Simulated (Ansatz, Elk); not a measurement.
**AlZn2Cd: X-ray structure factors from the self-consistent density**

The structure of AlZn2Cd used here is made up (a known structure type with other elements) and was relaxed beforehand with r2SCAN. The aim is the Fourier transform of its all-electron density, F(hkl), set beside the sum over free spherical atoms that refinements use.

Main program and level: Elk 11.2.3 (patched build); DFT, PBE, all-electron APW+lo, Dirac cores, scalar-relativistic bands, static density, no spin.

The structure was built from a prototype and need not be the compound's stable phase.

**1. Set-up**

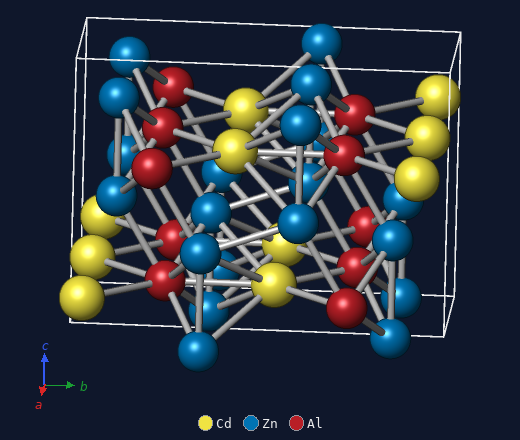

The cell as given, slightly off an axis (cadmium yellow, zinc blue, aluminium red). 2×1×1 cells are drawn. This picture shows the conventional cell, with its axes. Some periodic images of atoms are drawn too.

**2. Ground state and structure factors**

An all-electron density is needed, since X-rays see the cores too. Task 0 finds the density and task 195 Fourier-transforms it; tshift is off so that phases refer to the origin typed.

Contents of elk.in:

```
tasks
  0
  195

xctype
  20

spinpol
  .false.

rgkmax
  7.0

gmaxvr
  14.0

lmaxo
  7

lmaxapw
  8

swidth
  0.002

tshift
  .false.

ramdisk
  .false.

hmaxvr
  5.5

maxscl
  120

epspot
  1e-06

sppath
  './'

avec
  3.97008908065 -9.10798010575 0.00000000000
  3.97008908065 9.10798010575 0.00000000000
  0.00000000000 0.00000000000 13.26629161608

atoms
  3
  'Cd.in'
  2
  0.0561770435 0.9438229565 0.2500000000   0.000000 0.000000 0.000000
  0.9438229565 0.0561770435 0.7500000000   0.000000 0.000000 0.000000
  'Zn.in'
  4
  0.6294943553 0.3705056447 0.5644971716   0.000000 0.000000 0.000000
  0.3705056447 0.6294943553 0.4355028284   0.000000 0.000000 0.000000
  0.3705056447 0.6294943553 0.0644971716   0.000000 0.000000 0.000000
  0.6294943553 0.3705056447 0.9355028284   0.000000 0.000000 0.000000
  'Al.in'
  2
  0.7646654776 0.2353345224 0.2500000000   0.000000 0.000000 0.000000
  0.2353345224 0.7646654776 0.7500000000   0.000000 0.000000 0.000000

ngridk
  6 6 3
```

On the command line:

```
$ OMP_NUM_THREADS=4 elk
```

Numbers of over 12 decimals in the logs are rounded to 6 here.

Log:

```text
┌─────────────────────────┐
│ Elk code version 11.2.3 │
└─────────────────────────┘

All units are atomic (Hartree, Bohr, etc.)

┌─────────────────────────────────────────────────┐
│ Ground-state run starting from atomic densities │
└─────────────────────────────────────────────────┘

Lattice vectors :
   3.970089081      -9.107980106       0.000000000
   3.970089081       9.107980106       0.000000000
   0.000000000       0.000000000       13.26629162

Reciprocal lattice vectors :
  0.7913154062     -0.3449274831       0.000000000
  0.7913154062      0.3449274831      -0.000000000
  -0.000000000       0.000000000      0.4736203220

Unit cell volume      :    959.4047408
Brillouin zone volume :   0.2585459534

Muffin-tin inner radius fraction :   0.1000000000E-01

Nuclei treated as point charges

Species : 1 (Cd)
 parameters loaded from : Cd.in
 name : cadmium
 nuclear charge    :   -48.00000000
 electronic charge :    48.00000000
 atomic mass :    204912.7176
 muffin-tin radius :    2.600000000
 number of radial points in muffin-tin :   1193
 inner part over the whole radius :   0.9972693929E-02
 number on inner part of muffin-tin    :    850
 approximate nuclear radius :   0.8708852602E-04
 number of mesh points to nuclear radius :    426
 atomic positions (lattice), magnetic fields (Cartesian) :
  1 :   0.05617704 -0.05617704  0.25000000    0.00000000  0.00000000  0.00000000
  2 :  -0.05617704  0.05617704 -0.25000000    0.00000000  0.00000000  0.00000000

Species : 2 (Zn)
 parameters loaded from : Zn.in
 name : zinc
 nuclear charge    :   -30.00000000
 electronic charge :    30.00000000
 atomic mass :    119233.3130
 muffin-tin radius :    2.400000000
 number of radial points in muffin-tin :    993
 inner part over the whole radius :   0.9843840322E-02
 number on inner part of muffin-tin    :    701
 approximate nuclear radius :   0.7484757725E-04
 number of mesh points to nuclear radius :    337
 atomic positions (lattice), magnetic fields (Cartesian) :
  1 :  -0.37050564  0.37050564 -0.43550283    0.00000000  0.00000000  0.00000000
  2 :   0.37050564 -0.37050564  0.43550283    0.00000000  0.00000000  0.00000000
  3 :   0.37050564 -0.37050564  0.06449717    0.00000000  0.00000000  0.00000000
  4 :  -0.37050564  0.37050564 -0.06449717    0.00000000  0.00000000  0.00000000

Species : 3 (Al)
 parameters loaded from : Al.in
 name : aluminium
 nuclear charge    :   -13.00000000
 electronic charge :    13.00000000
 atomic mass :    49184.33496
 muffin-tin radius :    2.200000000
 number of radial points in muffin-tin :    793
 inner part over the whole radius :   0.9821194981E-02
 number on inner part of muffin-tin    :    552
 approximate nuclear radius :   0.5839653600E-04
 number of mesh points to nuclear radius :    244
 atomic positions (lattice), magnetic fields (Cartesian) :
  1 :  -0.23533452  0.23533452  0.25000000    0.00000000  0.00000000  0.00000000
  2 :   0.23533452 -0.23533452 -0.25000000    0.00000000  0.00000000  0.00000000

Total number of atoms per unit cell :    8
Total muffin-tin volume :    468.0721726
 ratio of muffin-tin to unit cell volume :   0.4878776941

Spin treatment :
 spin-unpolarised

Number of Bravais lattice symmetries :    8
Number of crystal symmetries         :    8
Crystal has inversion symmetry
Real symmetric eigensolver will be used

k-point grid :      6     6     3
k-point offset :    0.000000000       0.000000000       0.000000000
k-point set is reduced with full crystal symmetry group
Total number of k-points :       26

Muffin-tin radius times maximum |G+k| :    7.000000000
 using average radius
Maximum |G+k| for APW functions       :    2.916666667
Maximum (1/2)|G+k|²                   :    4.253472222
Maximum |G| for potential and density :    14.00000000
Constant for pseudocharge density :    9
 order of it for each species :   16  16  16
 order of it for pair densities of each species (exact exchange by exxq0 0: 17) :   11  10   7
Radial integration step length :    1

[...]
electron entropic           :    -0.84791490037686E-03
 total energy                :     -18863.581569060

Density of states at Fermi energy :    65.71320322
 (states/Hartree/unit cell)

Estimated indirect band gap :   0.1584243944E-02
 from k-point 25 to k-point 18
Estimated direct band gap   :   0.3440977542E-02
 at k-point 18

Charges :
 core                        :    116.0000000
 valence                     :    126.0000000
 interstitial                :    10.90321120
 muffin-tins (core leakage)
  species : 1 (Cd)
[...]
species : 2 (Zn)
[...]
species : 3 (Al)
[...]
total in muffin-tins        :    231.0967888
 total calculated charge     :    241.9980673
 total charge                :    242.0000000
 error                       :   0.1932696472E-02

RMS change in Kohn-Sham potential (target) :   0.3473232285     (  0.1000000000E-05)
Absolute change in total energy (target)   :   0.5383298098     (  0.1000000000E-03)

[... loops 3 to 15 left out ...]

┌──────────────────┐
│ Loop number : 16 │
└──────────────────┘

Energies :
 Fermi                       :     0.223327
 sum of occupied eigenvalues :     -11094.850840203
 electron kinetic            :      19537.201816413
 core electron kinetic       :      18187.713547047
 Coulomb                     :     -37765.855623474
 Coulomb potential           :     -29807.477662058
 nuclear-nuclear             :     -2332.9340209498
 electron-nuclear            :     -41118.078506591
 Hartree                     :      5685.1569040664
 Madelung                    :     -22862.116792446
 xc potential                :     -824.57499455895
 exchange                    :     -621.43892511739
 correlation                 :     -11.987327930478
 electron entropic           :    -0.80549020567606E-03
 total energy                :     -18862.080865599

Density of states at Fermi energy :    57.66269533
 (states/Hartree/unit cell)

Estimated indirect band gap :   0.3359811650E-02
 from k-point 18 to k-point 23
Estimated direct band gap   :   0.7075193541E-02
 at k-point 4

Charges :
 core                        :    116.0000000
 valence                     :    126.0000000
 interstitial                :    10.47759979
 muffin-tins (core leakage)
  species : 1 (Cd)
[...]
species : 2 (Zn)
[...]
species : 3 (Al)
[...]
total in muffin-tins        :    231.5224002
 total calculated charge     :    241.9981360
 total charge                :    242.0000000
 error                       :   0.1864035820E-02

RMS change in Kohn-Sham potential (target) :   0.3556587432E-07 (  0.1000000000E-05)
Absolute change in total energy (target)   :   0.4978416473E-04 (  0.1000000000E-03)

Convergence targets achieved

┌──────────────────┐
│ Loop number : 17 │
└──────────────────┘

Energies :
 Fermi                       :     0.223327
 sum of occupied eigenvalues :     -11094.850840307
 electron kinetic            :      19537.201816910
 core electron kinetic       :      18187.713546431
 Coulomb                     :     -37765.855625372
 Coulomb potential           :     -29807.477662674
 nuclear-nuclear             :     -2332.9340209498
 electron-nuclear            :     -41118.078509765
 Hartree                     :      5685.1569053430
 Madelung                    :     -22862.116794035
 xc potential                :     -824.57499454200
 exchange                    :     -621.43892520932
 correlation                 :     -11.987327928841
 electron entropic           :    -0.80549024853797E-03
 total energy                :     -18862.080867091

Density of states at Fermi energy :    57.66269901
 (states/Hartree/unit cell)

Estimated indirect band gap :   0.3359811313E-02
 from k-point 18 to k-point 23
Estimated direct band gap   :   0.7075192920E-02
 at k-point 4

Charges :
 core                        :    116.0000000
 valence                     :    126.0000000
 interstitial                :    10.47759974
 muffin-tins (core leakage)
  species : 1 (Cd)
[...]
species : 2 (Zn)
[...]
atom 4                    :    28.94771075     (  0.8042393038E-04)
  species : 3 (Al)
   atom 1                    :    11.22564269     (  0.4708097864E-03)
   atom 2                    :    11.22564269     (  0.4708097864E-03)
 total in muffin-tins        :    231.5224003
 total calculated charge     :    241.9981360
 total charge                :    242.0000000
 error                       :   0.1864035825E-02

┌──────────────────────────────┐
│ Self-consistent loop stopped │
└──────────────────────────────┘

Warning : core states of species 1 leak from the muffin-tin :   0.2410159794E-03

Warning : core states of species 3 leak from the muffin-tin :   0.4708097864E-03

Wrote STATE.OUT
```

Run time: 83 s. Hardware: 4 threads of Arm Neoverse V1, shared host; peak memory 0.31 GiB; 4.1 min of CPU time.

SFACRHO.OUT:

```text

h k l indices transformed by vhmat matrix:
   1.000000000       0.000000000       0.000000000    
   0.000000000       1.000000000       0.000000000    
   0.000000000       0.000000000       1.000000000    

      h      k      l  multipl.   |H|            Re(F)            Im(F)           |F|

      0      0      0      1   0.0000000       242.00000      0.83322222E-17   242.00000    
      0      0     -1      2  0.47362032     -0.23021582E-13  -0.0000000      0.23021582E-13
     -1      1      0      2  0.68985497       39.376244     -0.66572077E-14   39.376244    
     -1      1      1      2  0.83678915       9.7494851     -0.16643019E-13   9.7494851    
      1     -1      1      2  0.83678915      -9.7494851     -0.66572077E-14   9.7494851    
     -1      0      0      4  0.86322363       8.9644249     -0.99858116E-14   8.9644249    
      0      0      2      2  0.94724064      -32.596301      0.36511196E-16   32.596301    
      1      0      1      4  0.98461731      -38.699234     -0.13314415E-13   38.699234    
      0      1      1      4  0.98461731       38.699234     -0.66572077E-14   38.699234    
     -1      1      2      2   1.1718211      -46.395980      0.13106378E-13   46.395980    
      1     -1      2      2   1.1718211      -46.395980     -0.13522453E-13   46.395980    
      1      0      2      4   1.2815693      -121.54364      -0.0000000       121.54364    
      1      0     -2      4   1.2815693      -121.54364      0.33286039E-14   121.54364    
      1     -2      0      4   1.3026722       107.54507      -0.0000000       107.54507    
     -2      2      0      2   1.3797099      -65.794075      -0.0000000       65.794075    
      2     -1     -1      4   1.3860992       108.21333      0.13314415E-13   108.21333    
      2     -1      1      4   1.3860992      -108.21333     -0.13314415E-13   108.21333    
      0      0     -3      2   1.4208610      0.55433042E-14  -0.0000000      0.55433042E-14
```

Elk indexes on the primitive cell of elk.in and gives |H| = 4π sin θ/λ in inverse bohr. Below, one row stands for each form hkl of the conventional cell (m members, Friedel mates merged), F is for one primitive cell and the density is static (no thermal factor). Free-atom factors are Waasmaier and Kirfel's, and R is Σm||F|−|F'||/Σm|F|.

```csv
hkl,m,sin θ/λ (Å⁻¹),"abs F, DFT",neutral atoms,diff.
001,2,0.071,0.000,0.000,+0.000
020,2,0.104,39.376,39.702,-0.326
021,4,0.126,9.749,9.834,-0.084
110,4,0.130,8.964,9.042,-0.077
002,2,0.142,32.596,32.420,+0.176
111,8,0.148,38.699,38.966,-0.267
022,4,0.176,46.396,46.545,-0.149
112,8,0.193,121.544,122.053,-0.509
130,4,0.196,107.545,108.034,-0.489
040,2,0.207,65.794,66.366,-0.572
131,8,0.208,108.213,108.756,-0.543
003,2,0.214,0.000,0.000,+0.000
041,4,0.219,84.858,85.197,-0.340
023,4,0.237,129.161,130.350,-1.189
200,2,0.238,180.942,182.279,-1.337
132,8,0.242,16.531,16.931,-0.400
201,4,0.248,0.000,0.000,+0.000
113,8,0.250,52.470,53.257,-0.787
```

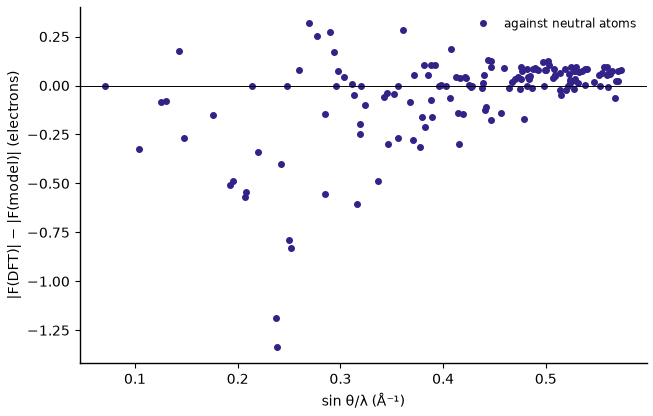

Difference between the calculated structure factors and the independent-atom ones.

**3. The highest occupied states alone**

An energy window below the Fermi level keeps the highest occupied states, to see at which angles they scatter; shallow core shells can lie inside it and anion s states outside. No new self-consistency is needed.

elk.in: that of step 2 with these lines changed.

```diff
@@ -1,3 +1,2 @@
 tasks
-  0
   195
@@ -40,2 +39,5 @@
 
+wsfac
+  -0.327910 0.523330
+
 sppath
```

On the command line:

```
$ OMP_NUM_THREADS=4 elk
```

Log:

```text
┌─────────────────────────────────┐
│ Elk code version 11.2.3 started │
└─────────────────────────────────┘

Info(readinput): the functional depends on the density's gradient
 muffin-tin radial points multiplied by    2.00000
 (not where nrmtscf is given)

┌────────────────────┐
│ Current task : 195 │
└────────────────────┘

Info(sfacrho): density structure factors written to SFACRHO.OUT

 Energy window :  -0.3279100000      0.5233300000

┌──────────────────┐
│ Elk code stopped │
└──────────────────┘
```

Elapsed: 24 s, on 4 threads; peak memory 0.25 GiB.

States within 15 eV below the Fermi level hold 78.00 electrons; any levels below the window count with the cores. Their amplitudes can exceed the total, where window and core parts have opposite phase:

```csv
hkl,sin θ/λ (Å⁻¹),"abs F, window","abs F, all"
001,0.071,0.000,0.000
020,0.104,8.908,39.376
021,0.126,4.457,9.749
110,0.130,10.185,8.964
002,0.142,7.684,32.596
111,0.148,13.969,38.699
022,0.176,10.496,46.396
112,0.193,25.683,121.544
130,0.196,28.927,107.545
040,0.207,27.185,65.794
```

**4. Another functional**

The difference from free atoms is small, so it is set against the change that LDA (Perdew-Wang) makes.

elk.in: that of step 3 with these lines changed.

```diff
@@ -1,2 +1,3 @@
 tasks
+  0
   195
@@ -4,3 +5,3 @@
 xctype
-  20
+  3
 
@@ -39,5 +40,2 @@
 
-wsfac
-  -0.327910 0.523330
-
 sppath
```

On the command line:

```
$ OMP_NUM_THREADS=4 elk
```

Log:

```text
┌─────────────────────────┐
│ Elk code version 11.2.3 │
└─────────────────────────┘

All units are atomic (Hartree, Bohr, etc.)

┌─────────────────────────────────────────────────┐
│ Ground-state run starting from atomic densities │
└─────────────────────────────────────────────────┘

Lattice vectors :
   3.970089081      -9.107980106       0.000000000
   3.970089081       9.107980106       0.000000000
   0.000000000       0.000000000       13.26629162

Reciprocal lattice vectors :
  0.7913154062     -0.3449274831       0.000000000
[...]
species : 3 (Al)
   atom 1                    :    11.23096632     (  0.4972188671E-03)
   atom 2                    :    11.23096632     (  0.4972188671E-03)
 total in muffin-tins        :    231.6485102
 total calculated charge     :    241.9980788
 total charge                :    242.0000000
 error                       :   0.1921188753E-02

┌──────────────────────────────┐
│ Self-consistent loop stopped │
└──────────────────────────────┘

Warning : core states of species 1 leak from the muffin-tin :   0.2420110630E-03

Warning : core states of species 3 leak from the muffin-tin :   0.4972188671E-03

Wrote STATE.OUT
[key lines of the parts left out:]
total energy                :     -18839.549846008
```

Elapsed: 52 s, on 4 threads; peak memory 0.24 GiB.

Against the first run R = 0.06 %; the largest change is -0.089 at 223.

**5. A coarser k-mesh**

About half the k-points along each axis test the sampling.

elk.in: that of step 4 with these lines changed.

```diff
@@ -5,3 +5,3 @@
 xctype
-  3
+  20
 
@@ -66,2 +66,2 @@
 ngridk
-  6 6 3
+  3 3 2
```

On the command line:

```
$ OMP_NUM_THREADS=4 elk
```

Log:

```text
┌─────────────────────────┐
│ Elk code version 11.2.3 │
└─────────────────────────┘

All units are atomic (Hartree, Bohr, etc.)

┌─────────────────────────────────────────────────┐
│ Ground-state run starting from atomic densities │
└─────────────────────────────────────────────────┘

Lattice vectors :
   3.970089081      -9.107980106       0.000000000
   3.970089081       9.107980106       0.000000000
   0.000000000       0.000000000       13.26629162

Reciprocal lattice vectors :
  0.7913154062     -0.3449274831       0.000000000
[...]
species : 3 (Al)
   atom 1                    :    11.22377278     (  0.4706436308E-03)
   atom 2                    :    11.22377278     (  0.4706436308E-03)
 total in muffin-tins        :    231.4921387
 total calculated charge     :    241.9981410
 total charge                :    242.0000000
 error                       :   0.1858984116E-02

┌──────────────────────────────┐
│ Self-consistent loop stopped │
└──────────────────────────────┘

Warning : core states of species 1 leak from the muffin-tin :   0.2409235491E-03

Warning : core states of species 3 leak from the muffin-tin :   0.4706436308E-03

Wrote STATE.OUT
[key lines of the parts left out:]
total energy                :     -18862.084661146
```

Run time: 46 s. Hardware: 4 threads; peak memory 0.3 GiB.

Against the first run R = 0.01 %; the largest change is -0.088 at 002.

**6. Settings against the effect**

```csv
run,R against the first run (%),"R against neutral atoms, low angle (%)",wall time
"PBE, rgkmax 7",0.00,0.70,83 s
LDA (Perdew-Wang),0.06,0.70,52 s
k-mesh 3×3×2,0.01,0.70,46 s
```

**7. Results**

```yaml
r_against_neutral_atoms_sin_theta_lambda_0p3_a_minus1: 0.70 %
r_against_neutral_atoms_0p3_to_0p57_a_minus1: 0.20 %
```

What this shows: Independent neutral atoms miss the calculated amplitudes by R = 0.70 % below 0.3 Å⁻¹ and 0.20 % from there to 0.57 Å⁻¹; by shells, 0.72 % below 0.15 Å⁻¹ (5 forms), 0.70 % 0.15 to 0.3 (20 forms), 0.26 % 0.3 to 0.45 (49 forms), 0.15 % above 0.45 (65 forms). Bonding, aspherical density and the tables' own atoms all enter these figures, and the runs don't part them. The largest change of an amplitude is -1.34 electrons, at 200. The window's part falls from 78.0 electrons at the origin to at most 12.16 between 0.45 and 0.57 Å⁻¹, where compact states inside the window still scatter. Below 0.3 Å⁻¹ the changes that finished (LDA (Perdew-Wang) and k-mesh 3×3×2) move F by R = 0.03 % at most, against the 0.70 % that separates it from free atoms. The basis has no finished test. Part of the difference isn't bonding: the tables are fits to free atoms and ions calculated by other methods than this functional. Thermal motion, anomalous dispersion and extinction are left out.

[Logs are printed without paths, hosts, clocks, repeated set-up lines and the standing remarks that a program may print on its own settings, such as how far it seeks lower states.]

[Hosts, paths, dates, database ids (printed as entryN), source tags and the programs' standing remarks are cut or masked in the printed files.]
